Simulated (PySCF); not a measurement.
## Electronic structure of C$_{5}$H$_{8}$O$_{3}$Si in real space

Input file:

```
{"job": {"kind": "nmr", "xc": "PBE0", "basis": "pcSseg-1"}, "charge": 0, "multiplicity": 1}
C     -1.455402     2.181098    -0.427004
O     -0.569175     1.124592    -0.742950
C     -0.288296     0.268695     0.263757
O     -0.845421     0.456266     1.472814
C     -0.377709    -0.551382     2.259630
C      0.454577    -1.350272     1.552994
C      0.528828    -0.826957     0.228772
Si     1.497988    -1.453123    -1.242325
O      1.223842    -0.476807    -2.511835
H     -1.564705     2.761439    -1.340853
H     -2.428147     1.794974    -0.111119
H     -1.046828     2.810288     0.368155
H     -0.721222    -0.563656     3.273514
H      0.969524    -2.218726     1.908562
H      1.045736    -2.797625    -1.605742
H      2.932314    -1.416315    -0.949931
H      0.637097     0.269541    -2.406350
```

Run with:

```sh
OMP_NUM_THREADS=1 python probes_run.py task.json out
```

Geometry: GFN2-xTB.

These are results of PBE0/pcSseg-1, SCF density, gas phase, non-relativistic (PySCF), not measurements.

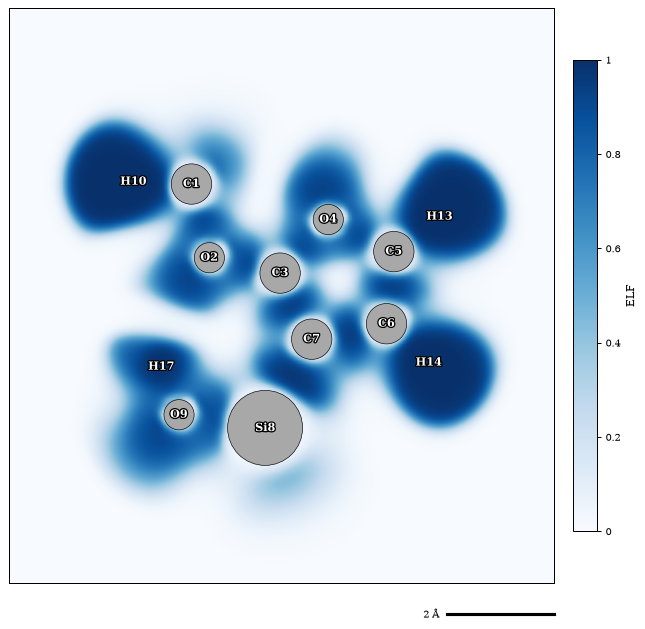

Figure 1. ELF on the plane of atoms Si8, O9 and H17. Grey discs cover the atomic cores.

Question: Describe what can be read from this map.

Answer:
- The section cuts through C, O, Si and H sites.
- C–O (1.34 Å): the ELF peaks at about 0.90 between the atoms, as expected for a shared but strongly polarised pair.
- C–C (1.35 Å): the ELF peaks at about 0.95 between the atoms (a covalent bond).
- Si–O (1.62 Å): the ELF peaks at about 0.85 between the atoms (a short, strongly polar bond).
- C–Si (1.87 Å): the ELF peaks at about 0.95 between the atoms (a shared electron pair).
- O–H (0.96 Å): the ELF climbs to about 1 towards the hydrogen, as it does in any bond to H (a covalent bond by its length).
- The ELF also peaks beside O9 and O4, away from the bonds: lone-pair regions.

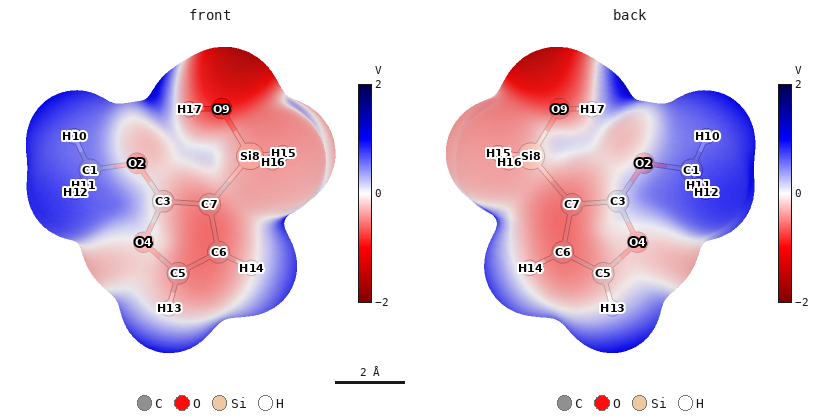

Figure 2. The molecular electrostatic potential painted on the density surface at 0.001 e/bohr³, seen from the front and from behind; the colour scale runs from red (negative) to blue (positive).

Question: Describe the electrostatic potential map.

Answer: The most negative region (about −1.5 V, or −35 kcal/mol for a unit charge) lies over O9, the most positive (about +1.1 V, or +25 kcal/mol for a unit charge) over H17. O9 is the likeliest acceptor of a hydrogen bond.

Question: How polar is the molecule by this calculation?

Answer: Its dipole moment is 3.44 D.
